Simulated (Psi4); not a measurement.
# P2H2 (SMILES [H]/P=P/[H]): levels of theory compared

Wanted: a comparison of 6 runs (B3LYP/6-31G*, BHLYP/2ZaPa-NR, BLYP/6-311+G**, TPSSh-D4/cc-pVDZ-F12, UMP3/6-31+G*, CCSD(T)/6-31+G**) of P2H2. 

The results are computed with Psi4 1.11.

3 further runs of the same task are left out: 2 that didn't finish, 1 set aside as unsound or not needed.

### 1 Starting point

P2H2 has 4 atoms, charge 0, and is taken as a singlet. SMILES: `[H]/P=P/[H]`. Geometry: relaxed at GFN2-xTB.

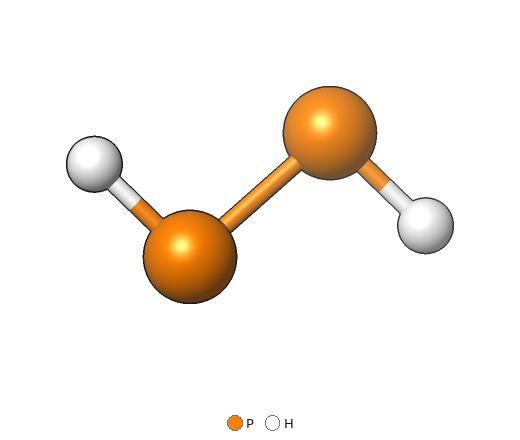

Viewed from a chosen angle; phosphorus orange, hydrogen white.

### 2 Energy and gradient at B3LYP/6-31G(d) (Cartesian functions) (run 1)

Contents of h2p2.xyz:

```xyz
4
H2P2
P     -0.024370    -1.003630     0.088350
P      0.024420     1.003540    -0.088260
H      1.037260    -1.067570     1.003320
H     -1.037310     1.067660    -1.003410
```

Contents of h2p2.py:

```python
import psi4

psi4.set_memory('1600 MB')
psi4.set_num_threads(1)
psi4.set_output_file('output.dat', False)

with open('h2p2.xyz') as f:
    atoms = ''.join(f.readlines()[2:])
mol = psi4.geometry('0 1\n' + atoms + 'symmetry c1\nno_reorient\nno_com')

psi4.set_options({
    'basis': '6-31G*',
    'puream': False,
    'e_convergence': 1e-09,
    'd_convergence': 1e-08,
    'scf_type': 'pk',
    'dft_radial_points': 99,
    'dft_spherical_points': 590,
})

result, w = psi4.gradient('b3lyp', molecule=mol, return_wfn=True)
print('gradient / Eh bohr^-1')
print(result.np.round(6))
print(f'energy = {w.energy():.10f} Eh')
```

Started as:

```sh
$ python h2p2.py
```

output.dat:

```text
[...]
  Running in c1 symmetry.
[...]
  Nuclear repulsion =   76.759456495580409
[...]
  Multiplicity = 1
[...]
  Nalpha       = 16
  Nbeta        = 16
[...]
    Number of basis functions: 42
[...]
   @RKS iter   1:  -683.82954472270103   -2.16557e-01   6.06827e-03 ADIIS/DIIS
[...]
   @RKS iter   9:  -683.87720181814939   -9.43601e-12   4.08802e-09 DIIS
[...]
    Orbital Energies [Eh]
    ---------------------
    Doubly Occupied:
       1A    -77.096895     2A    -77.096868     3A     -6.571509
       4A     -6.571332     5A     -4.733572     6A     -4.733508
       7A     -4.732404     8A     -4.731957     9A     -4.729454
      10A     -4.728908    11A     -0.700706    12A     -0.552951
      13A     -0.366969    14A     -0.365416    15A     -0.279384
      16A     -0.262684
[...]
  @RKS Final Energy:  -683.87720181814939
   => Energetics <=
    Nuclear Repulsion Energy =             76.7594564955804088
    One-Electron Energy =               -1097.6853129088549395
    Two-Electron Energy =                 375.0882166234197257
    DFT Exchange-Correlation Energy =     -38.0395620282945970
    Empirical Dispersion Energy =           0.0000000000000000
    VV10 Nonlocal Energy =                  0.0000000000000000
    Total Energy =                       -683.8772018181493877
[...]
 Multipole Moments:
 ------------------------------------------------------------------------------------
     Multipole            Electronic (a.u.)      Nuclear  (a.u.)        Total (a.u.)
 ------------------------------------------------------------------------------------
 L = 1.  Multiply by 2.5417464519 to convert [e a0] to [Debye]
 Dipole X            :         -0.0012642            0.0013228            0.0000586
 Dipole Y            :          0.0023500           -0.0023811           -0.0000311
 Dipole Z            :         -0.0023261            0.0023811            0.0000549
 Magnitude           :                                                    0.0000861
[...]
  -Total Gradient:
     Atom            X                  Y                   Z
    ------   -----------------  -----------------  -----------------
       1        0.009074714313     0.013245520159     0.006322494127
       2       -0.009008117894    -0.013253632356    -0.006261824928
       3       -0.009023452277     0.000820019201    -0.007808710923
       4        0.008956856124    -0.000811907594     0.007748042120
[...]
```

On the terminal:

```text
gradient / Eh bohr^-1
[[ 0.009075  0.013246  0.006322]
 [-0.009008 -0.013254 -0.006262]
 [-0.009023  0.00082  -0.007809]
 [ 0.008957 -0.000812  0.007748]]
energy = -683.8772018181 Eh
```

Wall time 5.4 s (1 thread of Intel Xeon Platinum 8488C (Sapphire Rapids), shared host); peak memory 0.46 GiB.

### 3 The energy at BHLYP/2ZaPa-NR (density fitting) (run 2)

Contents of job.json:

```json
{
 "schema_name": "qcschema_input",
 "schema_version": 1,
 "molecule": {
  "schema_name": "qcschema_molecule",
  "schema_version": 2,
  "symbols": ["P", "P", "H", "H"],
  "geometry": [-0.04605263, -1.89658583, 0.1669573, 0.04614711, 1.89641576, -0.16678723, 1.96013732, -2.01741492, 1.89600002, -1.96023181, 2.01758499, -1.89617009],
  "molecular_charge": 0,
  "molecular_multiplicity": 1
 },
 "driver": "energy",
 "model": {
  "method": "bhhlyp",
  "basis": "2ZaPa-NR"
 },
 "keywords": {
  "scf_type": "disk_df"
 }
}
```

Started as:

```sh
$ psi4 --qcschema job.json -n 1 --memory 1600MB
```

stdout:

```text
[...]
  Running in c1 symmetry.
[...]
  Nuclear repulsion =   76.759456443578571
[...]
  Multiplicity = 1
[...]
  Nalpha       = 16
  Nbeta        = 16
[...]
    Number of basis functions: 66
[...]
   @DF-RKS iter   1:  -683.84280764293567   -3.22944e-01   3.18101e-03 ADIIS/DIIS
[...]
   @DF-RKS iter   6:  -683.87534519791939   -1.09215e-07   7.66609e-07 DIIS
[...]
    Orbital Energies [Eh]
    ---------------------
    Doubly Occupied:
       1A    -78.193214     2A    -78.193175     3A     -6.931522
       4A     -6.931226     5A     -4.990864     6A     -4.990741
       7A     -4.990066     8A     -4.989545     9A     -4.987835
      10A     -4.987274    11A     -0.789123    12A     -0.625031
      13A     -0.422079    14A     -0.419808    15A     -0.316460
      16A     -0.310986
[...]
  @DF-RKS Final Energy:  -683.87534519791939
   => Energetics <=
    Nuclear Repulsion Energy =             76.7594564435785713
    One-Electron Energy =               -1097.7974750563764701
    Two-Electron Energy =                 361.4015860590066609
    DFT Exchange-Correlation Energy =     -24.2389126441281455
    Empirical Dispersion Energy =           0.0000000000000000
    VV10 Nonlocal Energy =                  0.0000000000000000
    Total Energy =                       -683.8753451979195006
[...]
 Multipole Moments:
 ------------------------------------------------------------------------------------
     Multipole            Electronic (a.u.)      Nuclear  (a.u.)        Total (a.u.)
 ------------------------------------------------------------------------------------
 L = 1.  Multiply by 2.5417464519 to convert [e a0] to [Debye]
 Dipole X            :          0.0001508           -0.0000937            0.0000571
 Dipole Y            :          0.0001208            0.0001686            0.0002894
 Dipole Z            :          0.0001878           -0.0001686            0.0000191
 Magnitude           :                                                    0.0002956
[...]
```

The result, in JSON:

```text
{
 "driver": "energy",
 "model": {
  "method": "bhhlyp",
  "basis": "2ZaPa-NR"
 },
 "success": true,
 "return_result": -683.8753451979194,
 "properties": {
  "calcinfo_nbasis": 66,
  "calcinfo_nmo": 66,
  "calcinfo_nalpha": 16,
  "calcinfo_nbeta": 16,
  "calcinfo_natom": 4,
  "nuclear_repulsion_energy": 76.75945644357857,
  "return_energy": -683.8753451979194,
  "scf_one_electron_energy": -1097.7974750563765,
  "scf_two_electron_energy": 361.40158605900666,
  "scf_xc_energy": -24.238912644128146,
  "scf_dipole_moment": [5.7117119395599936e-05, 0.0002894086666271889, 1.91360328929413e-05],
  "scf_total_energy": -683.8753451979194,
  "scf_iterations": 6
 }
}
```

Wall time 2.6 s (1 thread of Intel Xeon Platinum 8488C (Sapphire Rapids), shared host); peak memory 0.37 GiB.

Runs 3 to 5 aren't shown in full; the table further down has their settings and results.

### 4 A single-point energy at CCSD(T)/6-31+G(d,p) (ZORA, Cartesian functions) (run 6)

Contents of job.py:

```python
import psi4

psi4.set_memory('1600 MB')
psi4.set_num_threads(1)
psi4.core.set_output_file('psi4.out', False)

molecule = psi4.geometry("""
P     -0.024370    -1.003630     0.088350
P      0.024420     1.003540    -0.088260
H      1.037260    -1.067570     1.003320
H     -1.037310     1.067660    -1.003410
units angstrom
""")

options = {'basis': '6-31+G**', 'scf_type': 'pk', 'freeze_core': True, 'relativistic': 'zora'}
psi4.set_options(options)

energy_value = psi4.energy('ccsd(t)', molecule=molecule)
print('E =', round(energy_value, 9))
```

Started as:

```sh
$ python job.py
```

psi4.out:

```text
[...]
  Running in c1 symmetry.
[...]
  Nuclear repulsion =   76.759456495580409
[...]
  Multiplicity = 1
[...]
  Nalpha       = 16
  Nbeta        = 16
[...]
    Number of basis functions: 56
[...]
   @RHF iter   1:  -685.01481450261804   -4.60605e-01   2.54388e-03 DIIS/ADIIS
[...]
   @RHF iter  10:  -685.03706446543890   -4.20641e-12   6.36398e-09 DIIS
[...]
    Orbital Energies [Eh]
    ---------------------
    Doubly Occupied:
       1A    -80.443069     2A    -80.443054     3A     -7.556819
       4A     -7.556453     5A     -5.414222     6A     -5.413618
       7A     -5.413561     8A     -5.413482     9A     -5.412780
      10A     -5.412334    11A     -0.925989    12A     -0.730650
      13A     -0.495643    14A     -0.494855    15A     -0.368796
      16A     -0.356563
[...]
  @RHF Final Energy:  -685.03706446543890
   => Energetics <=
    Nuclear Repulsion Energy =             76.7594564955804088
    One-Electron Energy =               -1099.8892670530997293
    Two-Electron Energy =                 338.0927460920804606
    Total Energy =                       -685.0370644654389025
[...]
 Multipole Moments:
 ------------------------------------------------------------------------------------
     Multipole            Electronic (a.u.)      Nuclear  (a.u.)        Total (a.u.)
 ------------------------------------------------------------------------------------
 L = 1.  Multiply by 2.5417464519 to convert [e a0] to [Debye]
 Dipole X            :          0.0001440           -0.0000937            0.0000503
 Dipole Y            :         -0.0002056            0.0001686           -0.0000369
 Dipole Z            :          0.0002185           -0.0001686            0.0000498
 Magnitude           :                                                    0.0000799
[...]
      * MP2 total energy                      = -685.262420398013091
[...]
      * CCSD total energy                     = -685.295553946627706
[...]
      * CCSD(T) total energy                  = -685.306669796038136
```

The script printed:

```text
E = -685.306669796
```

Run time: 9.3 s. Hardware: 1 thread of Intel Xeon Platinum 8488C (Sapphire Rapids), shared host; peak memory 0.32 GiB.

### 5 All runs side by side

| run | level | task | integrals | energy (Eh) | dipole moment (D) | HOMO energy (eV) | LUMO energy (eV) | wall time |
| --- | --- | --- | --- | --- | --- | --- | --- | --- |
| 1 | B3LYP/6-31G* (Cartesian functions) | gradient | pk | -683.877202 | 0.00 | -7.15 | -3.01 | 5.4 s |
| 2 | BHLYP/2ZaPa-NR (density fitting) | energy | disk_df | -683.875345 | 0.00 | -8.46 | -2.05 | 2.6 s |
| 3 | BLYP/6-311+G** | energy | pk | -683.894392 | 0.00 | -6.22 | -3.59 | 5.7 s |
| 4 | TPSSh-D4/cc-pVDZ-F12 (sfX2C) | energy | pk | -685.413554 | 0.00 | -6.90 | -3.34 | 14 s |
| 5 | UMP3/6-31+G* (density fitting for correlation, Cartesian functions) | energy | direct | -682.830710 | – | -9.73 | -0.01 | 2.9 s |
| 6 | CCSD(T)/6-31+G** (ZORA, Cartesian functions) | energy | pk | -685.306670 | – | -9.70 | 0.00 | 9.3 s |

### 6 Outcome

| quantity | value |
| --- | --- |
| run 6: total energy | -685.30667 Eh |
| run 6: HOMO energy (Hartree–Fock orbitals) | -9.70 eV |
| run 6: LUMO energy (Hartree–Fock orbitals) | 0.00 eV |
| run 6: HOMO–LUMO gap (Hartree–Fock orbitals) | 9.70 eV |
| run 6: correlation energy (10 core orbitals frozen) | -269.6 mEh |
| run 6: (T) correction | -11.12 mEh |
| run 6: T1 diagnostic | 0.015 |

In words: Over runs 1, 2, 3, 4 the HOMO–LUMO gap runs from 2.63 eV (BLYP/6-311+G**) to 6.41 eV (BHLYP/2ZaPa-NR). The two ends differ in method and basis. Totals of different functionals can't be ranked against each other. Some runs of one species differ in core potentials or relativity; totals across that change don't compare. All runs together took 40 s, the longest 14 s.
